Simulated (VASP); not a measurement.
Energy against volume of CoSi$_{2}$ (fluorite). All values below come from RPBE GGA, VASP's PBE PAW potentials (set 64) (plane waves; VASP).

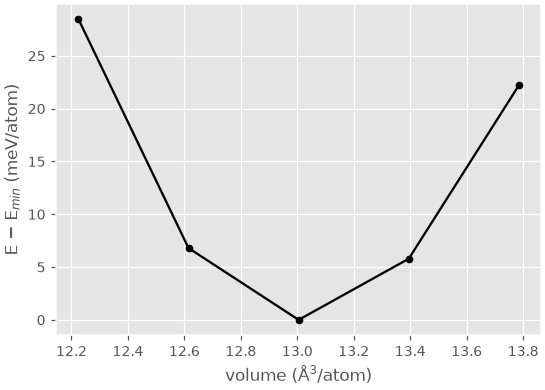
Fig. 1. Energy against volume

**Question.** Estimate the equilibrium volume and the bulk modulus.

**Answer.** The minimum lies near 13.0 Å³/atom, and the curvature gives B0 of about 170 GPa.

Measured: a 5.365 Å (computed value off by +0.4 %), as given by Ganesh Hegde et al., Applied Physics Letters (2014), arXiv:1405.1317. The calculation is for a static lattice, while the measured a holds thermal and zero-point effects, which are part of the difference.

The compound is CoSi2 in the fluorite structure. It was relaxed first. The run is not spin-polarised, so no magnetic state was tried.
